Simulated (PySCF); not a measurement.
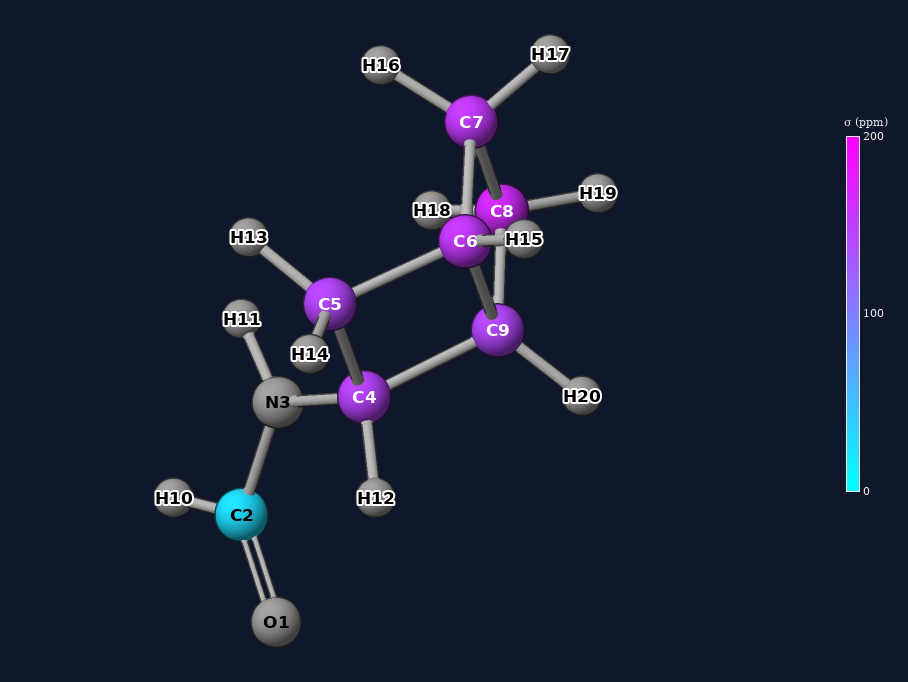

Atoms are coloured by their isotropic NMR shieldings (C only, the others grey). Computed geometry: PBE0-D3(BJ)/def2-SVP optimisation. No frequency run is at hand to confirm it as a minimum. Method: GIAO PBE0/pcSseg-1 NMR shielding, non-relativistic, gas phase (PySCF 2.14.0).

Give the isotropic NMR shieldings of the C atoms atom by atom.

```
atom  σ (ppm)
  C2     25.4
  C4    145.7
  C5    143.7
  C6    154.9
  C7    153.7
  C8    165.3
  C9    142.9
```
